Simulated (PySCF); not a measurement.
**C₆H₉N (SMILES [H]/N=C/C=C\C=C/C): density, localisation and related maps**

```xyz
16

C     2.4600    0.9474    1.0874
C     1.8657    0.5225   -0.2094
C     0.6165    0.1026   -0.4437
C    -0.4295   -0.0270    0.5347
C    -1.6888   -0.4482    0.3105
C    -2.2494   -0.8564   -0.9538
N    -3.4577   -1.2310   -1.0007
H     1.7544    0.8946    1.9096
H     2.8251    1.9713    1.0047
H     3.3179    0.3164    1.3212
H     2.5520    0.5700   -1.0461
H     0.3636   -0.1655   -1.4601
H    -0.1719    0.2418    1.5505
H    -2.3866   -0.5032    1.1345
H    -1.5876   -0.8206   -1.8288
H    -3.7911   -1.5057   -1.9219
```

Geometry: GFN2-xTB.

The calculation used PBE0/pcSseg-1, SCF density, gas phase, non-relativistic in PySCF.

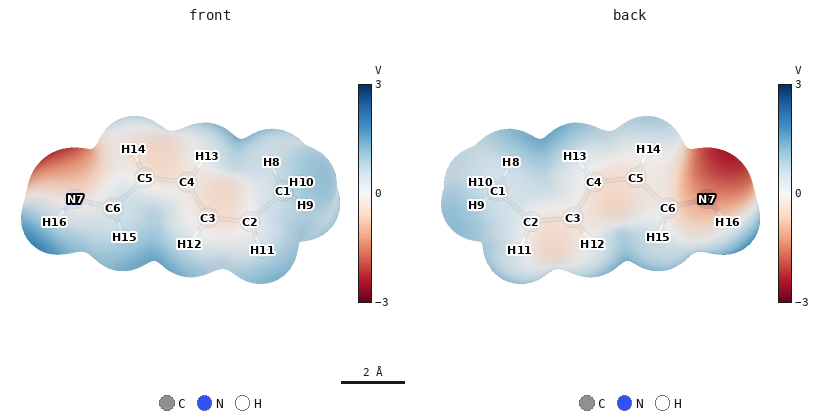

Figure 1. The molecular electrostatic potential painted on the density surface at 0.004 e/bohr³, seen from the front and from behind; the colour scale runs from red (negative) to blue (positive).

> Where is the surface potential most negative and most positive?

The most negative region (about −2.4 V, or −55 kcal/mol for a unit charge) lies over N7, the most positive (about +1.8 V, or +42 kcal/mol for a unit charge) over H16. N7 is the likeliest acceptor of a hydrogen bond.

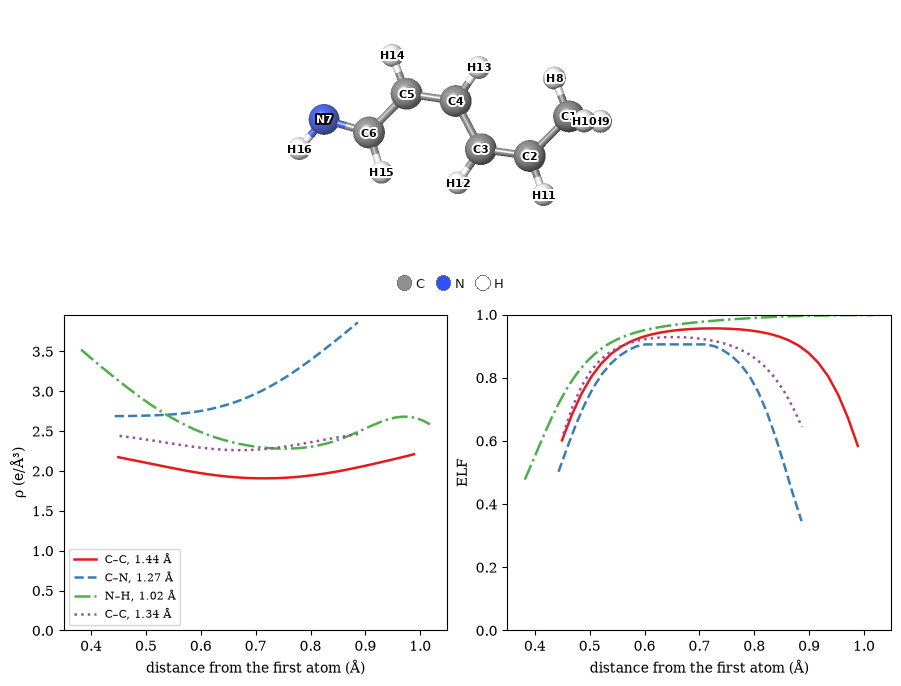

Figure 2. Total electron density and electron localisation function along straight lines between neighbouring atoms. The curves leave out the atomic cores. The structure is drawn too.

> What can be read from the curves?

C–C (1.44 Å): ρ at the midpoint is about 1.9 e/Å³; the ELF peaks at about 0.95 between the atoms; a covalent bond.
C–N (1.27 Å): ρ at the midpoint is about 2.8 e/Å³; the ELF peaks at about 0.90 between the atoms (a short, multiple covalent bond).
N–H (1.02 Å): ρ at the midpoint is about 2.8 e/Å³; the ELF climbs to about 1 towards the hydrogen, as it does in any bond to H; an ordinary covalent bond to hydrogen.
C–C (1.34 Å): ρ is about 2.3 e/Å³ halfway; the ELF peaks at about 0.95 between the atoms (a short, multiple covalent bond).
